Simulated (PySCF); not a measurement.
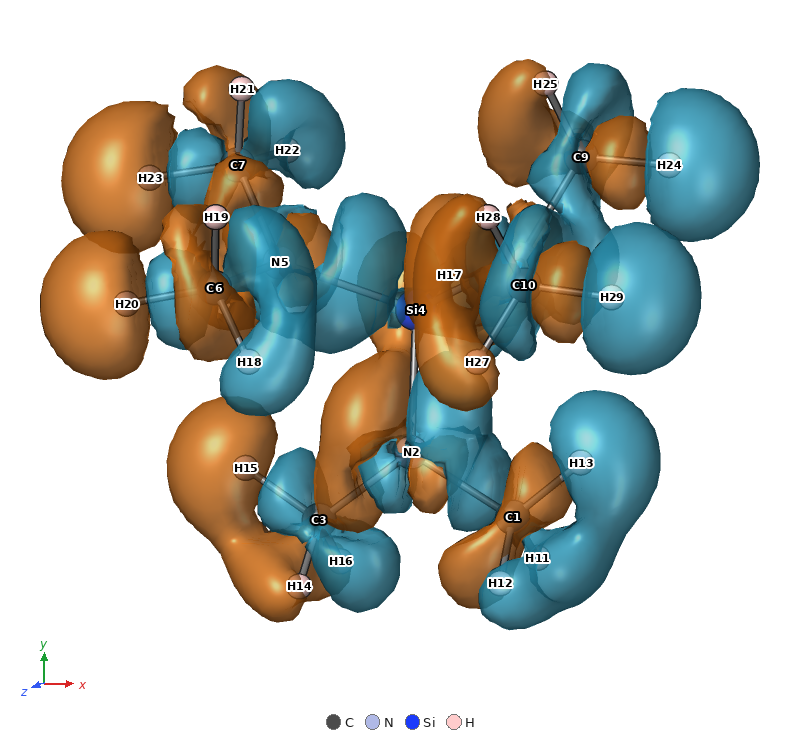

Figure. C6H19N3Si, SMILES `CN(C)[SiH](N(C)C)N(C)C`. Change of the electron density in a uniform field of 0.51 V/Å, surfaces at ±0.003 e/Å³ (light blue: gain, orange: loss).

PySCF calculation, HF/6-31G*, gas phase; geometry: GFN2-xTB. No frequency check shows the geometry to be a minimum. A basis without diffuse functions makes polarisabilities too small.

**Along which Cartesian direction does the field point?**

Along −x: electrons gather on the +x side, against the field.

**What dipole is induced, and what polarisability does it imply?**

The induced dipole is 2.55 D (along the field); α along this axis, from the fields in both directions, is 100 bohr³ (14.9 Å³).

**Which atoms gain and lose the most charge?**

Electrons gather most on H24 (Hirshfeld charge changes by −0.021 e) and leave H23 most (+0.021 e); 0.256 electrons are displaced in all.
